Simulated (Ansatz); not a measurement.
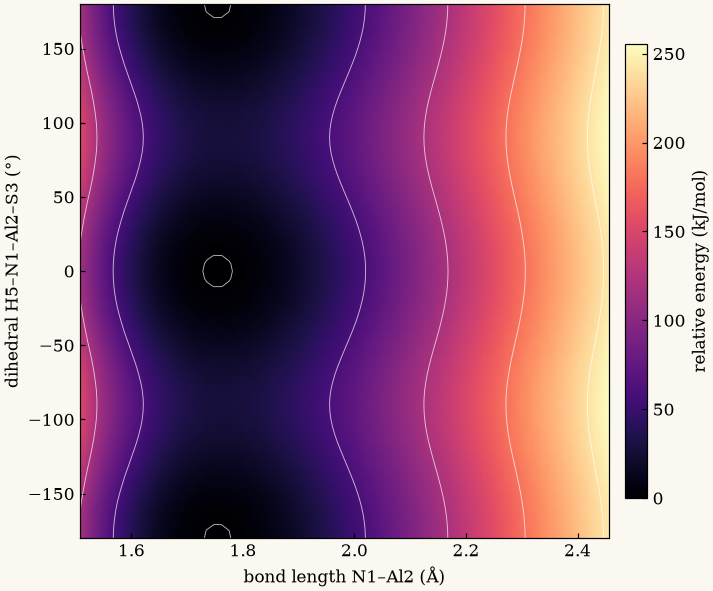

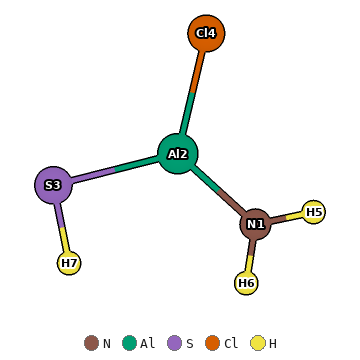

Energy landscape of AlClH3NS, SMILES [NH2][Al]([SH])[Cl]. First axis: bond length N1–Al2. Second axis: dihedral H5–N1–Al2–S3. Nothing is relaxed (all other coordinates rigid). The scan uses a 15 × 15 grid; 207 points were computed and 18 follow by symmetry. Energies are in kJ/mol, from the lowest grid point. The calculation used RKS PBE0-D4/def2-TZVP (Ansatz 0.2.0).

The picture shows a smooth colour map with a few white contour lines. Between grid points the surface is interpolated. The second picture is the structure at the lowest point.

### Summarise what can be read from the map.

The lowest grid point is at bond length N1–Al2 = 1.779 Å, dihedral H5–N1–Al2–S3 = −180°; the map holds 2 wells of about this depth. The highest grid point, bond length N1–Al2 = 2.456 Å, dihedral H5–N1–Al2–S3 = 84°, lies 255 kJ/mol above the lowest. On the interpolated surface the easiest way out of the lowest well to a well of about the same depth near bond length N1–Al2 = 1.779 Å, dihedral H5–N1–Al2–S3 = −12° passes a barrier of about 28 kJ/mol. Round the minimum the two coordinates are nearly uncoupled.

The values on the grid:

| dihedral H5–N1–Al2–S3 ↓, bond length N1–Al2 → | 1.508 | 1.576 | 1.644 | 1.711 | 1.779 | 1.847 | 1.914 | 1.982 | 2.050 | 2.117 | 2.185 | 2.253 | 2.320 | 2.388 | 2.456 |
| --- | --- | --- | --- | --- | --- | --- | --- | --- | --- | --- | --- | --- | --- | --- | --- |
| 156 | 122 | 59 | 23 | 6 | 4 | 13 | 29 | 50 | 75 | 102 | 130 | 159 | 188 | 217 | 246 |
| 132 | 136 | 72 | 35 | 18 | 15 | 23 | 38 | 58 | 82 | 109 | 137 | 165 | 194 | 222 | 250 |
| 108 | 149 | 84 | 46 | 29 | 25 | 32 | 46 | 66 | 90 | 115 | 143 | 171 | 199 | 227 | 254 |
| 84 | 153 | 87 | 49 | 31 | 27 | 34 | 48 | 68 | 91 | 117 | 144 | 172 | 200 | 228 | 255 |
| 60 | 143 | 79 | 41 | 24 | 20 | 28 | 42 | 62 | 86 | 112 | 140 | 168 | 196 | 225 | 252 |
| 36 | 129 | 65 | 28 | 11 | 9 | 17 | 33 | 53 | 78 | 105 | 133 | 162 | 191 | 219 | 248 |
| 12 | 118 | 55 | 19 | 3 | 1 | 10 | 26 | 47 | 72 | 99 | 128 | 157 | 186 | 216 | 244 |
| −12 | 118 | 55 | 19 | 3 | 1 | 10 | 26 | 47 | 72 | 99 | 128 | 157 | 186 | 216 | 244 |
| −36 | 129 | 65 | 28 | 11 | 9 | 17 | 33 | 53 | 78 | 105 | 133 | 162 | 191 | 219 | 248 |
| −60 | 143 | 79 | 41 | 24 | 20 | 28 | 42 | 62 | 86 | 112 | 140 | 168 | 196 | 225 | 252 |
| −84 | 153 | 87 | 49 | 31 | 27 | 34 | 48 | 68 | 91 | 117 | 144 | 172 | 200 | 228 | 255 |
| −108 | 149 | 84 | 46 | 29 | 25 | 32 | 46 | 66 | 90 | 115 | 143 | 171 | 199 | 227 | 254 |
| −132 | 136 | 72 | 35 | 18 | 15 | 23 | 38 | 58 | 82 | 109 | 137 | 165 | 194 | 222 | 250 |
| −156 | 122 | 59 | 23 | 6 | 4 | 13 | 29 | 50 | 75 | 102 | 130 | 159 | 188 | 217 | 246 |
| −180 | 117 | 54 | 18 | 2 | 0 | 9 | 25 | 46 | 72 | 99 | 128 | 157 | 186 | 215 | 244 |

The input of one point:

```yaml
crystal:
  periodic: [false, false, false]
  atoms:
    - { symbol: "N", position_ang: [-0.599009, 1.046539, 0.137996] }
    - { symbol: Al, position_ang: [-0.184432, -0.627358, -0.299082] }
    - { symbol: S, position_ang: [-1.558336, -1.978897, -1.302108] }
    - { symbol: Cl, position_ang: [1.719075, -1.354019, 0.166887] }
    - { symbol: H, position_ang: [0.008178, 1.701176, 0.60165] }
    - { symbol: H, position_ang: [-1.494544, 1.465071, -0.053782] }
    - { symbol: H, position_ang: [-2.53752, -1.057829, -1.346052] }
basis:
  gaussian: { orbitals: def2-TZVP }
hamiltonian:
  xc: pbe0
  dispersion: d4
output:
  forces: true
```

Each point was launched as `ansatz run input.yaml --threads 1 --pin off --max-ram 2560MiB --backend cpu --events-out ev --progress --plain --runs-dir out`. The whole map (207 points run) took 42 min on 1 thread of Arm Neoverse N1 (shared host).
